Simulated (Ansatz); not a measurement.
# ClGaH2···HCl: what the fields show

Input file:

```
crystal:
  periodic: [false, false, false]
  atoms:
    - { symbol: Ga, position_ang: [-0.018069, 0.225164, -0.081038] }
    - { symbol: H, position_ang: [0.165089, 0.209942, 1.478715] }
    - { symbol: Cl, position_ang: [1.81897, 0.532324, -1.184822] }
    - { symbol: H, position_ang: [-1.352426, 0.116046, -0.873529] }
    - { symbol: Cl, position_ang: [0.330982, -2.819288, 1.473299] }
    - { symbol: H, position_ang: [0.388353, -1.576289, 1.961375] }
basis:
  gaussian: { orbitals: def2-SVP }
hamiltonian:
  xc: b3lyp
relax:
  f_tol: 0.03
  max_steps: 50
output:
  orbitals: {}
```

Launched as:

```sh
ansatz run input.yaml --threads 2 --pin off --max-ram 3072MiB --backend cpu --events-out ev --progress --plain --runs-dir out
```

The fields are those of the run's last geometry, not of the input's.

Method: RKS B3LYP/def2-SVP (Ansatz 0.2.0).

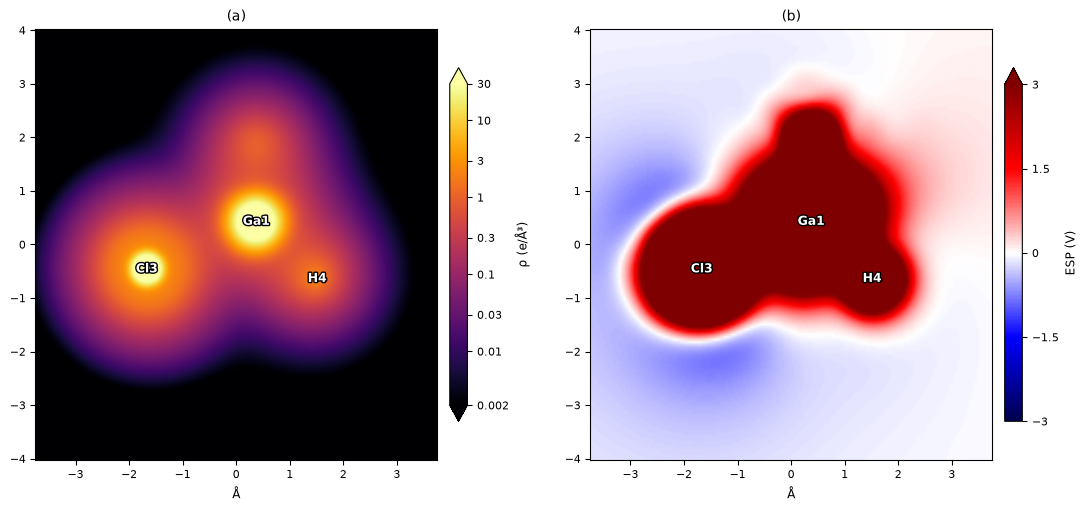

Figure 1. (a) total electron density; (b) molecular electrostatic potential on the plane of atoms Cl3, Ga1 and H4.

> Interpret the plot.

The section cuts through Ga, Cl and H sites. Ga–Cl (2.22 Å): ρ at the midpoint is about 0.59 e/Å³. Ga–H (1.56 Å): ρ at the midpoint is about 1 e/Å³. Outside the dense part of the complex the potential is most negative (−0.8 V) near Cl3.

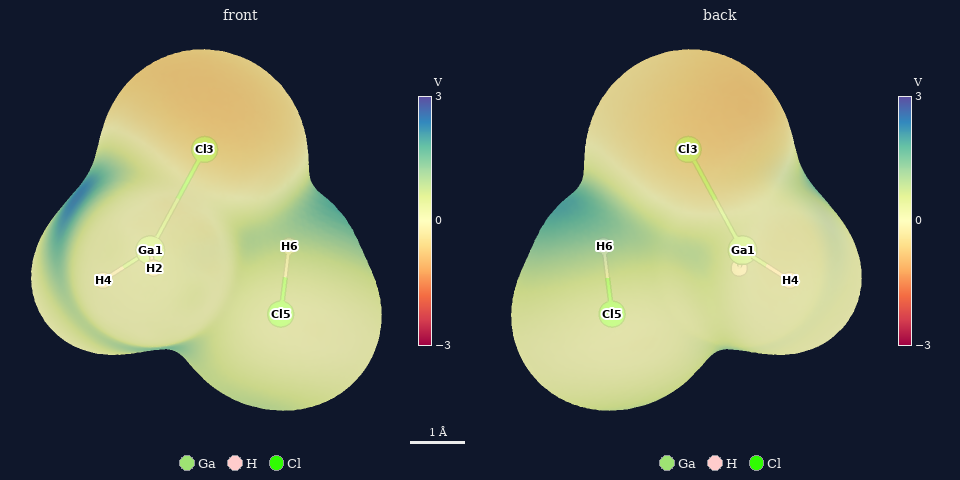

Figure 2. The molecular electrostatic potential painted on the density surface at 0.002 e/bohr³, seen from the front and from behind; red is negative and blue positive.

> Which sites attract a positive test charge, and which a negative one?

A positive charge is drawn to the negative regions and a negative charge to the positive ones. The most negative region (about −0.8 V) lies over Cl3, the most positive (about +2.3 V) over Ga1. Cl5 shows a σ-hole: about +0.9 V at the tip opposite its bond, against about +0.1 V on its flanks.

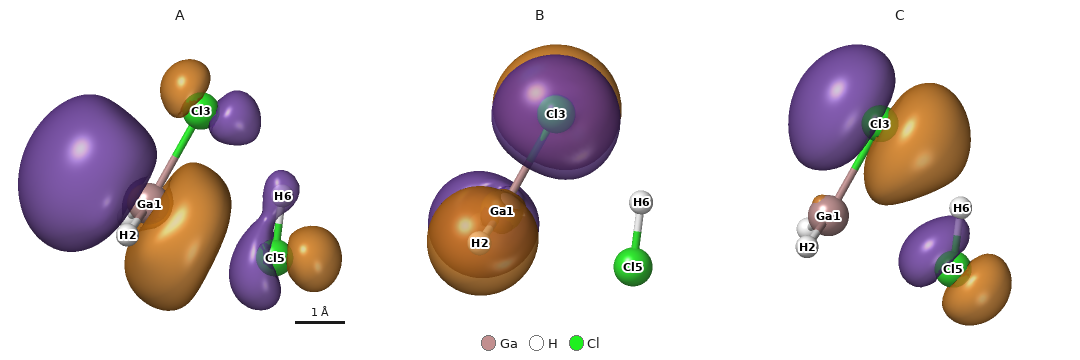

Figure 3. Three frontier orbitals at ±0.08 Å⁻³ᐟ² (orange and purple are the two phases), in no order.

> Which picture is the HOMO−1, the HOMO and the LUMO?

C is the HOMO−1 (−8.52 eV). Its weight (Hirshfeld) is mainly on Cl3 (about 85 %) and Cl5 (about 10 %); largely a lone pair of Cl3. B is the HOMO (−7.96 eV). Its weight (Hirshfeld) is mainly on Cl3 (about 65 %), Ga1 (about 15 %), H2 (about 10 %) and H4 (about 10 %). A is the LUMO (−1.21 eV). Its weight (Hirshfeld) is mainly on Ga1 (about 70 %), Cl5 (about 10 %) and Cl3 (about 5 %).

> What is the HOMO–LUMO gap?

6.75 eV between the orbital energies.
